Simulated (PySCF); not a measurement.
**C3H8FO+: NMR shifts, electronic excitations and K edges in gas and solvents, part 1 of 2**

Aim: compute the NMR shifts, electronic excitations and K edges of C3H8FO+ (`C[O+](C)CF`), and see what a dielectric continuum does where one was used.

The runs use PySCF 2.14.0, with density-fitted response routines of our own; the level of theory stands in each step. All values are computed, except where a source is named. Atoms are numbered from 0 throughout.

### Step 1. The molecule as given

13 atoms, charge 1, multiplicity 1; geometry from: GFN2-xTB. The atoms were then displaced at random by about 0.01 Å, so the start is not that level's minimum.

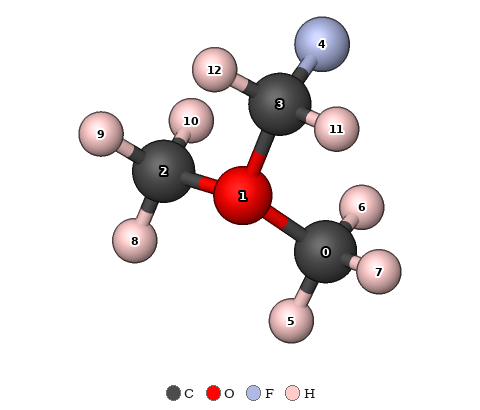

The starting geometry (carbon dark grey, oxygen red, fluorine light blue, hydrogen pink), atoms numbered; sticks join atoms by distance.

### Step 2. Relaxing the molecule at PBE0-D3(BJ)/def2-SVP

The job: settings as JSON, then the geometry in Å.

```
{"job": {"xc": "PBE0", "basis": "def2-SVP", "d3": "d3bj", "grid": 1, "shake": 0.01, "kind": "geom"}, "charge": 1, "multiplicity": 1}
C     -0.815770    -0.925520    -0.645410
O     -0.144430    -0.197970     0.412630
C     -0.512720     1.216000     0.429340
C      1.316870    -0.382140     0.344140
F      1.732880     0.132920    -0.810300
H     -1.909530    -0.771680    -0.488170
H     -0.549090    -0.514850    -1.631590
H     -0.570830    -1.952830    -0.586020
H     -1.575160     1.296880     0.566960
H     -0.018080     1.673460     1.314230
H     -0.181000     1.719460    -0.467110
H      1.508270    -1.458710     0.369230
H      1.724420     0.148100     1.181750
```

On the command line:

```sh
> OMP_NUM_THREADS=1 python probes_run.py task.json out
```

This one command runs all jobs of the session in turn.

The program printed:

```text
step   0  E = -293.33833634  max force = 0.037281
step   1  E = -293.34305371  max force = 0.011792
step   2  E = -293.34393927  max force = 0.003571
step   3  E = -293.34410024  max force = 0.001975
step   4  E = -293.34415303  max force = 0.001266
step   5  E = -293.34419001  max force = 0.000941
step   6  E = -293.34421572  max force = 0.000661
step   7  E = -293.34423771  max force = 0.001009
step   8  E = -293.34426552  max force = 0.001069
step   9  E = -293.34428117  max force = 0.000822
step  10  E = -293.34429152  max force = 0.000655
step  11  E = -293.34431058  max force = 0.000231
step  12  E = -293.34431733  max force = 0.000275
optimisation converged
```

It took 45 s on 1 thread of Intel Xeon Platinum 8488C, shared host; peak memory 0.46 GiB.

The steps of the relaxation:

```csv
step,energy from step 0 (eV),largest force component (eV/Å)
0,0.0000,1.9171
1,-0.1284,0.6064
2,-0.1525,0.1836
3,-0.1568,0.1016
4,-0.1583,0.0651
5,-0.1593,0.0484
6,-0.1600,0.0340
7,-0.1606,0.0519
8,-0.1613,0.0550
9,-0.1618,0.0423
10,-0.1620,0.0337
11,-0.1626,0.0119
12,-0.1628,0.0141
```

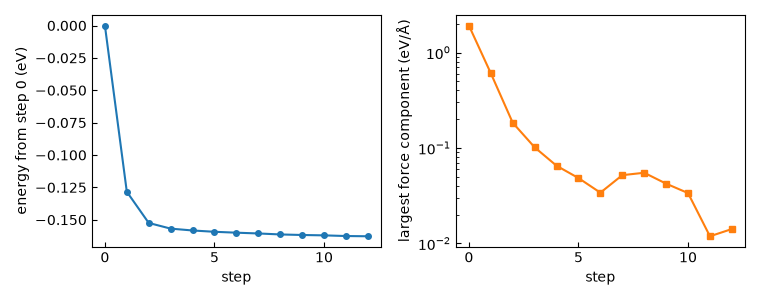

Energy and force, step by step.

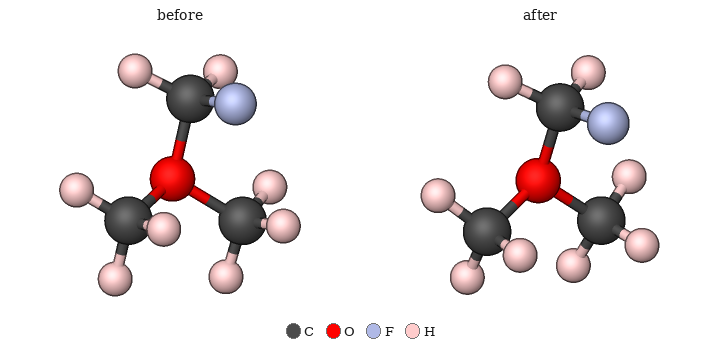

Before and after, at one scale.

Close pairs (by a distance rule), those that changed most:

```csv
bond,before (Å),after (Å),change (Å)
C0–H7,1.058,1.095,+0.037
C3–H12,1.072,1.099,+0.027
C0–H5,1.116,1.095,-0.021
C0–O1,1.449,1.470,+0.021
C2–H8,1.074,1.095,+0.020
C2–H10,1.080,1.097,+0.017
C2–H9,1.112,1.095,-0.017
O1–C3,1.474,1.460,-0.014
```

The end geometry stands in the next job.

```csv
at the end point,value
"rotational constants (GHz, main isotopes)","6.911, 4.200, 3.283"
```

### Step 3. Nuclear shieldings: PBE0/pcSseg-1 in dichloromethane

The job: settings as JSON, then the geometry in Å.

```
{"job": {"kind": "nmr", "xc": "PBE0", "basis": "pcSseg-1", "solvent": "dichloromethane", "pop": true}, "charge": 1, "multiplicity": 1}
C     -0.970704    -0.939437    -0.553722
O     -0.062177    -0.188025     0.323889
C     -0.509236     1.170889     0.661376
C      1.359346    -0.320496     0.018297
F      1.602078     0.314893    -1.116270
H     -1.957666    -0.894418    -0.082313
H     -0.966141    -0.479400    -1.550245
H     -0.599291    -1.969541    -0.575120
H     -1.511945     1.066088     1.088209
H      0.192236     1.549987     1.412147
H     -0.506214     1.783692    -0.249044
H      1.541168    -1.400694    -0.067302
H      1.885112     0.138776     0.866744
```

Method: GIAO PBE0/pcSseg-1 NMR shielding, non-relativistic, IEF-PCM dichloromethane.

The program printed:

```text
coarse grid: 10392 points
cycle   1  E = -293.5205404395  dE =  6.530e-01  |g| = 5.001e-01  |ddm| = 2.789e+00
cycle   2  E = -293.4985576078  dE =  2.198e-02  |g| = 6.493e-01  |ddm| = 5.795e-01
cycle   3  E = -293.5646949137  dE = -6.614e-02  |g| = 6.852e-02  |ddm| = 3.184e-01
cycle   4  E = -293.5652578716  dE = -5.630e-04  |g| = 2.576e-02  |ddm| = 4.087e-02
cycle   5  E = -293.5653597350  dE = -1.019e-04  |g| = 9.277e-03  |ddm| = 1.571e-02
cycle   6  E = -293.5653736633  dE = -1.393e-05  |g| = 2.113e-03  |ddm| = 5.312e-03
cycle   7  E = -293.5653745109  dE = -8.476e-07  |g| = 1.816e-04  |ddm| = 1.337e-03
final grid: 99416 points
cycle   8  E = -293.6132024300  dE = -2.012e-05  |g| = 1.325e-02  |ddm| = 1.810e-02
cycle   9  E = -293.6131729038  dE =  2.953e-05  |g| = 1.902e-02  |ddm| = 1.397e-02
cycle  10  E = -293.6132334924  dE = -6.059e-05  |g| = 1.603e-03  |ddm| = 8.302e-03
cycle  11  E = -293.6132340439  dE = -5.515e-07  |g| = 2.145e-04  |ddm| = 1.038e-03
cycle  12  E = -293.6132340487  dE = -4.768e-09  |g| = 1.086e-04  |ddm| = 1.439e-04
cycle  13  E = -293.6132340503  dE = -1.616e-09  |g| = 1.260e-05  |ddm| = 5.490e-05
cycle  14  E = -293.6132340504  dE = -3.041e-11  |g| = 3.646e-06  |ddm| = 8.837e-06
converged SCF energy = -293.6132340504

GIAO shielding tensors (ppm)
atom      isotropic    diamagn.    paramagn.     s11        s22        s33       span
  0 C      107.424     249.548    -142.124     58.330     79.730    184.214    125.884
  1 O      261.530     401.771    -140.241    221.229    231.194    332.168    110.939
  2 C      107.505     249.644    -142.139     58.762     79.730    184.022    125.259
  3 C       66.462     243.105    -176.643     51.628     54.549     93.209     41.581
  4 F      355.034     472.594    -117.560    268.845    315.634    480.622    211.777
  5 H       26.623      28.859      -2.237     23.191     24.394     32.283      9.092
  6 H       26.410      29.537      -3.127     23.143     24.348     31.738      8.595
  7 H       26.670      28.822      -2.152     23.411     23.979     32.620      9.209
  8 H       26.595      28.876      -2.281     23.169     24.347     32.270      9.102
  9 H       26.690      28.899      -2.209     23.443     24.005     32.621      9.178
 10 H       26.434      29.592      -3.158     23.187     24.367     31.747      8.561
 11 H       25.315      27.968      -2.653     21.644     24.955     29.345      7.701
 12 H       25.306      27.972      -2.666     21.602     24.935     29.381      7.780
```

It took 10 s on 1 thread of Intel Xeon Platinum 8488C, shared host; peak memory 0.68 GiB.

Shifts follow as δ = σ(reference) − σ, with reference shieldings (ppm) from runs at the same level and on the same kind of geometry: 1H TMS 31.24, 13C TMS 185.3, 19F CFCl3 180.1, 17O H2O 342.0. The references are single molecules in the same continuum, so shifts against H2O, NH3, PH3, H3PO4 or CFCl3 are not on the usual liquid scales and can be off by tens of ppm. Atoms listed in one row are averaged.

```csv
atoms,environment,σ (ppm),δ (ppm)
C3,sp3 CH2 bonded to F and O,66.5,118.9
"C0, C2",methyl carbon bonded to O,107.5,77.9
"H11, H12",hydrogen on an sp3 CH2 bonded to F and O,25.31,5.93
"H5, H6, H7, H8, H9, H10",hydrogen on a methyl carbon bonded to O,26.57,4.67
O1,oxygen bonded to 3 C,261.5,80.5
F4,fluorine on an sp3 carbon,355.0,-174.9
```

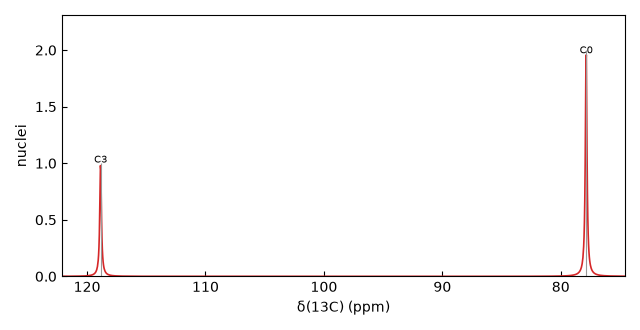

13C lines at the computed shifts, without couplings. Lines are broadened to a width of 0.16 ppm (Lorentzian).

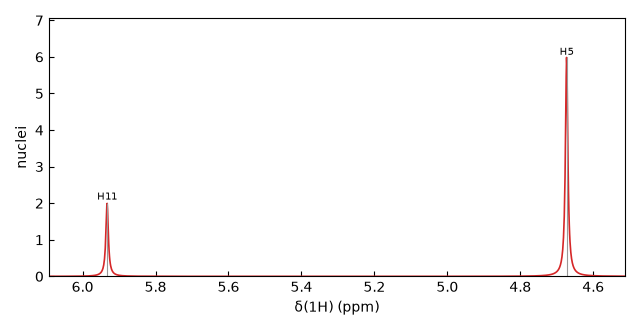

1H lines at the computed shifts, without couplings. Lines are broadened to a width of 0.01 ppm (Lorentzian).

Charges from the same density, by scheme (e):

```csv
atoms,Mulliken,IAO,Hirshfeld,ESP fit
"C0, C2",-0.05,-0.22,0.03,-0.38
O1,-0.50,-0.10,0.08,0.02
C3,0.38,0.22,0.16,0.09
F4,-0.27,-0.27,-0.06,-0.14
```

IAO charges:

C0 -0.22; O1 -0.10; C2 -0.22; C3 0.22; F4 -0.27; H5 0.20; H6 0.19; H7 0.20; H8 0.20; H9 0.20; H10 0.19; H11 0.20; H12 0.20

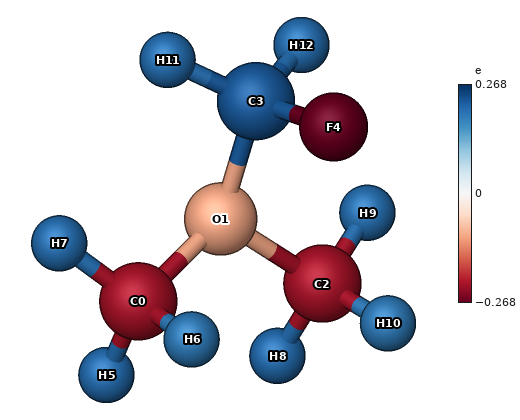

IAO charges, as colours on the atoms.

Mayer bond orders: C0–O1 0.73, O1–C2 0.73, O1–C3 0.77, C3–F4 0.98.

(Continued in part 2 of 2.)
